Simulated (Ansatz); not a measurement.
Input

```
crystal:
  periodic: [false, false, false]
  atoms:
    - {symbol: B, position_ang: [-0.573875, -0.692392, 0.227044]}
    - {symbol: H, position_ang: [0.997113, 1.420740, -0.794845]}
    - {symbol: F, position_ang: [-0.126956, -1.423886, -0.765468]}
    - {symbol: F, position_ang: [-1.618686, 0.080867, 0.052848]}
    - {symbol: H, position_ang: [1.311472, 1.364992, -0.119290]}
    - {symbol: F, position_ang: [0.011031, -0.750322, 1.399810]}
basis:
  gaussian: {orbitals: def2-TZVPP}
hamiltonian: {xc: pbe0, dispersion: d4}
output: {orbitals: {seedname: orbitals}}
```

Run with:

```sh
ansatz run in.yaml --threads 2 --pin off --events-out ev --progress --plain --max-ram 4352MiB
```

The product side of a reaction path; geometry: PBE0-D4/def2-TZVP.

Computed with RKS PBE0-D4/def2-TZVPP (Ansatz).

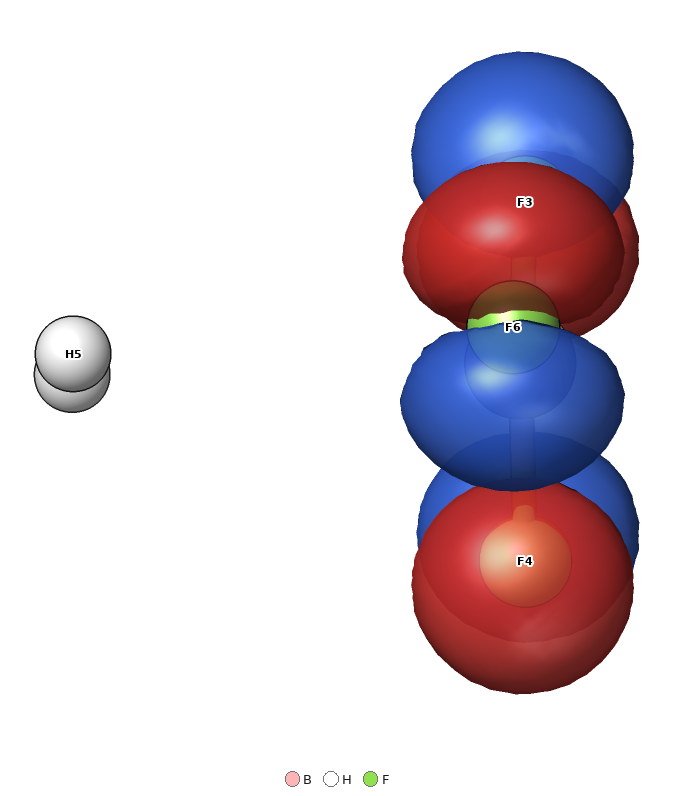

BF$_{3}$···H$_{2}$. The HOMO at ±0.15 Å⁻³ᐟ² (red and blue are the two phases), seen from one side.

Q: Where does this orbital lie, and at what energy?

A: Its weight (Hirshfeld) is mainly on F4 (about 30 %), F3 (about 30 %) and F6 (about 30 %); largely a combination of lone pairs on F4, F3 and F6. Its energy is −12.17 eV.
